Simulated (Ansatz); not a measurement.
# SiH4O4 (orthosilicic acid): levels of theory compared

Aim: a comparison of 4 runs (HF/3-21G, B3LYP/6-31G*, MP2/6-31G**) of SiH4O4 (orthosilicic acid). 

The calculation is run with Ansatz 0.2.0.

9 further runs of the same task are left out: 2 for a known fault of the program, 2 that didn't finish, 5 set aside as unsound or not needed.

### 1 The system as given

The species is SiH4O4 (9 atoms), meant as a singlet with charge 0. As SMILES, `O[Si](O)(O)O`. The coordinates come from a PBE0-D4/def2-TZVP relaxation. This is one conformer, not always the lowest.

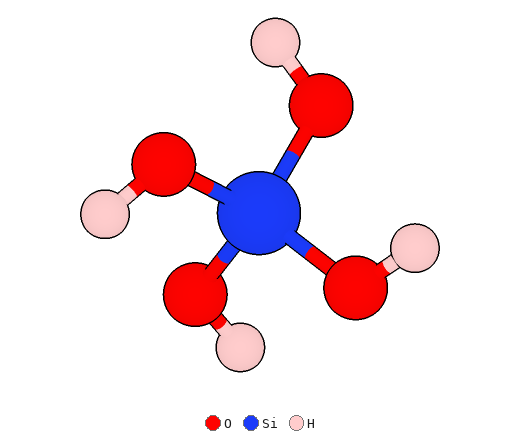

The structure, seen from a chosen angle (oxygen red, silicon blue, hydrogen pink).

### 2 Energy and forces at HF/3-21G (run 1)

The input, molecule.yaml:

```yaml
crystal:
  periodic: [false, false, false]
  atoms:
    - symbol: O
      position_ang: [-0.969050, 0.776350, -1.057560]
    - symbol: Si
      position_ang: [0.000010, 0.000030, -0.000040]
    - symbol: O
      position_ang: [1.527610, 0.433680, -0.372150]
    - symbol: O
      position_ang: [-0.043140, -1.629280, -0.059900]
    - symbol: O
      position_ang: [-0.515400, 0.419370, 1.489460]
    - symbol: H
      position_ang: [-0.639460, 0.869750, -1.952330]
    - symbol: H
      position_ang: [2.226280, -0.135170, -0.046190]
    - symbol: H
      position_ang: [-0.768040, -2.056130, 0.398680]
    - symbol: H
      position_ang: [-0.818790, 1.321420, 1.600040]
basis:
  gaussian:
    orbitals: 3-21G.json
hamiltonian:
  xc: hf
accuracy: high
output: {forces: true, orbitals: {seedname: orbitals}}
```

The basis set 3-21G is read from a file made from the Basis Set Exchange's data (not shown).

Command:

```sh
$ ansatz run molecule.yaml --threads 1 --pin off --max-ram 3480MiB --events-out events.jsonl --progress --plain --runs-dir runs
```

The program printed:

```text
Warning: RAYON_NUM_THREADS=1 ignored (pool sized by the plan → 1); use --threads N
Functional definition: HF
  name "HF"
  exchange = exact_x
  correlation = 0
1261 factors; integrals over basis functions are off by at most 7.2e-9 eV
mean field evaluation 1: about -15987.8588 eV, gradient 5.2e1 eV
mean field evaluation 2: about -15988.1490 eV, gradient 5.3e1 eV
mean field evaluation 4: about -15992.6570 eV, gradient 2.0e0 eV
mean field evaluation 8: about -15992.7006 eV, gradient 8.0e-2 eV
mean field evaluation 16: about -15992.7007 eV, gradient 4.8e-8 eV
mean field -15992.70067478 eV, -587.7209095564 hartree, gradient 4.8e-8 eV, S^2 0.000000; 0 other end points of the search recorded, 0 dependent functions left out
the calculation of the forces begins
reference -15992.70067478 eV, -587.7209095564 hartree; 25, 25 occupied and 32, 32 virtual orbitals, 1261 factors
Total energy: -15992.70067478 eV, -587.7209095564 hartree
Atom 0 at    -0.969050     0.776350    -1.057560 Å, force    -0.112170     0.087916    -0.516868 eV/Å
Atom 1 at     0.000010     0.000030    -0.000040 Å, force    -0.000229     0.000320    -0.000294 eV/Å
Atom 2 at     1.527610     0.433680    -0.372150 Å, force     0.519712    -0.054907     0.122869 eV/Å
Atom 3 at    -0.043140    -1.629280    -0.059900 Å, force    -0.303547    -0.438471     0.058754 eV/Å
Atom 4 at    -0.515400     0.419370     1.489460 Å, force    -0.103712     0.404743     0.335903 eV/Å
Atom 5 at    -0.639460     0.869750    -1.952330 Å, force    -0.314183     0.331641    -0.428167 eV/Å
Atom 6 at     2.226280    -0.135170    -0.046190 Å, force     0.597785     0.098699    -0.157366 eV/Å
Atom 7 at    -0.768040    -2.056130     0.398680 Å, force    -0.032215    -0.623461     0.045497 eV/Å
Atom 8 at    -0.818790     1.321420     1.600040 Å, force    -0.251442     0.193520     0.539673 eV/Å
Dipole moment:    -0.000006    -0.000105     0.000151 e Å
```

Wall time 1.9 s (1 thread of Arm Neoverse V1, shared host).

### 3 Energy and gradient at B3LYP/6-31G(d) (spherical functions) (run 2)

The input, in.yaml:

```yaml
crystal:
  periodic: [false, false, false]
  atoms:
    - {symbol: O, position_ang: [-0.969050, 0.776350, -1.057560]}
    - {symbol: Si, position_ang: [0.000010, 0.000030, -0.000040]}
    - {symbol: O, position_ang: [1.527610, 0.433680, -0.372150]}
    - {symbol: O, position_ang: [-0.043140, -1.629280, -0.059900]}
    - {symbol: O, position_ang: [-0.515400, 0.419370, 1.489460]}
    - {symbol: H, position_ang: [-0.639460, 0.869750, -1.952330]}
    - {symbol: H, position_ang: [2.226280, -0.135170, -0.046190]}
    - {symbol: H, position_ang: [-0.768040, -2.056130, 0.398680]}
    - {symbol: H, position_ang: [-0.818790, 1.321420, 1.600040]}
basis:
  gaussian:
    orbitals: 6-31G_st_-spherical.json
hamiltonian:
  xc: {name: B3LYP}
accuracy: high
output: {forces: true, orbitals: {seedname: orbitals}}
```

The basis set 6-31G* is read from a file made from the Basis Set Exchange's data (not shown).

Command:

```sh
$ ansatz run in.yaml --threads 1 --pin off --max-ram 3480MiB --events-out events.jsonl --progress --plain --runs-dir runs
```

The program printed (excerpt; [...] marks lines left out):

```text
Warning: RAYON_NUM_THREADS=1 ignored (pool sized by the plan → 1); use --threads N
Functional definition: B3LYP
  name "B3LYP"
[...]
1835 factors; integrals over basis functions are off by at most 3.9e-9 eV
[...]
mean field -16135.23191202 eV, -592.9588359139 hartree, gradient 3.7e-8 eV, S^2 0.000000; 0 other end points of the search recorded, 0 dependent functions left out
[...]
reference -16135.23194974 eV, -592.9588373001 hartree; 25, 25 occupied and 57, 57 virtual orbitals, 1835 factors
Total energy: -16135.23194974 eV, -592.9588373001 hartree
Atom 0 at    -0.969050     0.776350    -1.057560 Å, force    -0.578649     0.302892    -0.004339 eV/Å
Atom 1 at     0.000010     0.000030    -0.000040 Å, force    -0.000210     0.000083    -0.000002 eV/Å
Atom 2 at     1.527610     0.433680    -0.372150 Å, force     0.310136     0.465007    -0.338155 eV/Å
Atom 3 at    -0.043140    -1.629280    -0.059900 Å, force     0.354227    -0.492085    -0.242966 eV/Å
Atom 4 at    -0.515400     0.419370     1.489460 Å, force    -0.085435    -0.276182     0.585663 eV/Å
Atom 5 at    -0.639460     0.869750    -1.952330 Å, force     0.185698     0.029230    -0.392862 eV/Å
Atom 6 at     2.226280    -0.135170    -0.046190 Å, force     0.288304    -0.284889     0.158396 eV/Å
Atom 7 at    -0.768040    -2.056130     0.398680 Å, force    -0.337970    -0.157624     0.224481 eV/Å
Atom 8 at    -0.818790     1.321420     1.600040 Å, force    -0.136101     0.413568     0.009784 eV/Å
Dipole moment:    -0.000005    -0.000080     0.000117 e Å
```

Wall time 13 s (1 thread of Arm Neoverse V1, shared host).

### 4 Energy and gradient at B3LYP/6-31G(d) (Cartesian functions) (run 3)

The input, input.yaml:

```yaml
crystal:
  periodic: [false, false, false]
  atoms:
    - {symbol: O, position_ang: [-0.969050, 0.776350, -1.057560]}
    - {symbol: Si, position_ang: [0.000010, 0.000030, -0.000040]}
    - {symbol: O, position_ang: [1.527610, 0.433680, -0.372150]}
    - {symbol: O, position_ang: [-0.043140, -1.629280, -0.059900]}
    - {symbol: O, position_ang: [-0.515400, 0.419370, 1.489460]}
    - {symbol: H, position_ang: [-0.639460, 0.869750, -1.952330]}
    - {symbol: H, position_ang: [2.226280, -0.135170, -0.046190]}
    - {symbol: H, position_ang: [-0.768040, -2.056130, 0.398680]}
    - {symbol: H, position_ang: [-0.818790, 1.321420, 1.600040]}
basis:
  gaussian:
    orbitals: "6-31G*"
hamiltonian:
  xc: {name: B3LYP}
accuracy: high
output: {forces: true, orbitals: {seedname: orbitals}}
```

Command:

```sh
$ ansatz run input.yaml --threads 1 --pin off --max-ram 3480MiB --events-out events.jsonl --progress --plain --runs-dir runs
```

The program printed (excerpt; [...] marks lines left out):

```text
Warning: RAYON_NUM_THREADS=1 ignored (pool sized by the plan → 1); use --threads N
[... 2 set-up lines as earlier in the session ...]
[...]
1877 factors; integrals over basis functions are off by at most 3.2e-9 eV
[...]
mean field -16135.44653335 eV, -592.9667231021 hartree, gradient 2.2e-8 eV, S^2 0.000000; 0 other end points of the search recorded, 0 dependent functions left out
[...]
reference -16135.44657124 eV, -592.9667244947 hartree; 25, 25 occupied and 62, 62 virtual orbitals, 1877 factors
Total energy: -16135.44657124 eV, -592.9667244947 hartree
Atom 0 at    -0.969050     0.776350    -1.057560 Å, force    -0.560909     0.285998     0.014110 eV/Å
Atom 1 at     0.000010     0.000030    -0.000040 Å, force    -0.000207     0.000082    -0.000004 eV/Å
Atom 2 at     1.527610     0.433680    -0.372150 Å, force     0.282006     0.457475    -0.328542 eV/Å
Atom 3 at    -0.043140    -1.629280    -0.059900 Å, force     0.352784    -0.461457    -0.243420 eV/Å
Atom 4 at    -0.515400     0.419370     1.489460 Å, force    -0.073605    -0.282385     0.558061 eV/Å
Atom 5 at    -0.639460     0.869750    -1.952330 Å, force     0.187555     0.027650    -0.387021 eV/Å
Atom 6 at     2.226280    -0.135170    -0.046190 Å, force     0.282025    -0.284680     0.157605 eV/Å
Atom 7 at    -0.768040    -2.056130     0.398680 Å, force    -0.335064    -0.152028     0.223896 eV/Å
Atom 8 at    -0.818790     1.321420     1.600040 Å, force    -0.134585     0.409345     0.005316 eV/Å
Dipole moment:    -0.000005    -0.000080     0.000117 e Å
```

Wall time 14 s (1 thread of Arm Neoverse V1, shared host).

### 5 Energy and forces at MP2/6-31G(d,p) (spherical functions) (run 4)

The input, input.yaml:

```yaml
crystal:
  periodic: [false, false, false]
  atoms:
    - symbol: O
      position_ang: [-0.969050, 0.776350, -1.057560]
    - symbol: Si
      position_ang: [0.000010, 0.000030, -0.000040]
    - symbol: O
      position_ang: [1.527610, 0.433680, -0.372150]
    - symbol: O
      position_ang: [-0.043140, -1.629280, -0.059900]
    - symbol: O
      position_ang: [-0.515400, 0.419370, 1.489460]
    - symbol: H
      position_ang: [-0.639460, 0.869750, -1.952330]
    - symbol: H
      position_ang: [2.226280, -0.135170, -0.046190]
    - symbol: H
      position_ang: [-0.768040, -2.056130, 0.398680]
    - symbol: H
      position_ang: [-0.818790, 1.321420, 1.600040]
basis:
  gaussian:
    orbitals: 6-31G_st__st_-spherical.json
correlation:
  method: mp2
  frozen_orbitals: {H: 0, O: 1, Si: 5}
accuracy: high
output:
  forces: true
  orbitals: {seedname: orbitals}
```

The basis set 6-31G** is read from a file made from the Basis Set Exchange's data (not shown).

Command:

```sh
$ ansatz run input.yaml --threads 1 --pin off --max-ram 3480MiB --events-out events.jsonl --progress --plain --runs-dir runs
```

The program printed (excerpt; [...] marks lines left out):

```text
Warning: RAYON_NUM_THREADS=1 ignored (pool sized by the plan → 1); use --threads N
[... 2 set-up lines as earlier in the session ...]
[...]
2108 factors; integrals over basis functions are off by at most 9.6e-9 eV
[...]
mean field -16079.64199612 eV, -590.9159441844 hartree, gradient 3.1e-8 eV, S^2 0.000000; 0 other end points of the search recorded, 0 dependent functions left out
9 core orbitals not correlated: weight in the atoms' cores, before any rotation towards them, 1.000 or more for the frozen orbitals, at most 0.000 for the correlated occupied ones
reference -16079.64199612 eV, -590.9159441844 hartree; 16, 16 occupied and 69, 69 virtual orbitals, 2108 factors
second order -21.99090459 eV of doubles, -0.00000000 eV of singles
[...]
Total energy: -16101.63290071 eV, -591.7240950222 hartree
Atom 0 at    -0.969050     0.776350    -1.057560 Å, force    -0.540373     0.386571    -0.324045 eV/Å
Atom 1 at     0.000010     0.000030    -0.000040 Å, force    -0.000215     0.000085    -0.000007 eV/Å
Atom 2 at     1.527610     0.433680    -0.372150 Å, force     0.604914     0.323702    -0.276232 eV/Å
Atom 3 at    -0.043140    -1.629280    -0.059900 Å, force     0.149350    -0.716259    -0.107097 eV/Å
Atom 4 at    -0.515400     0.419370     1.489460 Å, force    -0.213606     0.005529     0.707692 eV/Å
Atom 5 at    -0.639460     0.869750    -1.952330 Å, force     0.087424     0.002584    -0.141258 eV/Å
Atom 6 at     2.226280    -0.135170    -0.046190 Å, force     0.093611    -0.119611     0.066437 eV/Å
Atom 7 at    -0.768040    -2.056130     0.398680 Å, force    -0.132590    -0.040617     0.091058 eV/Å
Atom 8 at    -0.818790     1.321420     1.600040 Å, force    -0.048514     0.158017    -0.016548 eV/Å
Dipole moment:    -0.000005    -0.000081     0.000119 e Å
```

Wall time 14 s (1 thread of Arm Neoverse V1, shared host).

### 6 Overview of the runs

| run | level | Cartesian functions | frozen core orbitals | energy (Eh) | dipole moment (D) | HOMO energy (eV) | LUMO energy (eV) | wall time |
| --- | --- | --- | --- | --- | --- | --- | --- | --- |
| 1 | HF/3-21G | no | – | -587.720910 | 0.00 | -13.35 | 5.60 | 1.9 s |
| 2 | B3LYP/6-31G* (spherical functions) | no | – | -592.958837 | 0.00 | -8.40 | 0.93 | 13 s |
| 3 | B3LYP/6-31G* (Cartesian functions) | yes | – | -592.966724 | 0.00 | -8.41 | 0.86 | 14 s |
| 4 | MP2/6-31G** (spherical functions) | no | 9 | -591.724095 | 0.00 | -13.48 | 4.81 | 14 s |

### 7 What came out

| quantity | value |
| --- | --- |
| run 4: total energy | -591.72410 Eh |
| run 4: dipole moment (correlated density) | 0.00 D |
| run 4: HOMO energy (Hartree–Fock orbitals) | -13.48 eV |
| run 4: LUMO energy (Hartree–Fock orbitals) | 4.81 eV |
| run 4: HOMO–LUMO gap (Hartree–Fock orbitals) | 18.29 eV |
| run 4: correlation energy (9 core orbitals frozen) | -808.2 mEh |
| run 4: largest force on an atom | 0.740 eV/Å |

What this shows: Over runs 1, 2, 3 the HOMO–LUMO gap runs from 9.27 eV (B3LYP/6-31G*) to 18.95 eV (HF/3-21G). The two ends differ in method and basis. All runs together took 43 s, the longest 14 s.
